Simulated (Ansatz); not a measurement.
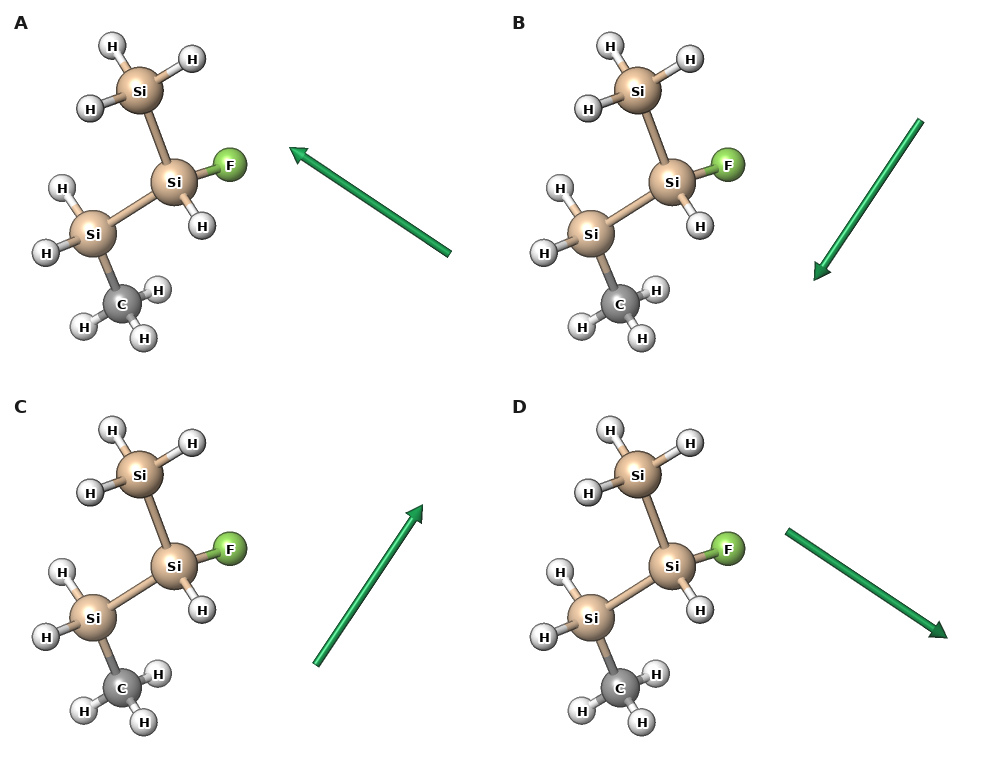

The same molecule four times, each with an arrow. Computed geometry: PBE0-D4/def2-TZVP optimisation. No frequency run is at hand to confirm it as a minimum. Properties computed with RKS PBE-D4/def2-TZVPP (Ansatz 0.2.0).

**Which arrow points along the dipole moment, from the negative to the positive end?**

B. The dipole moment is 1.32 D.
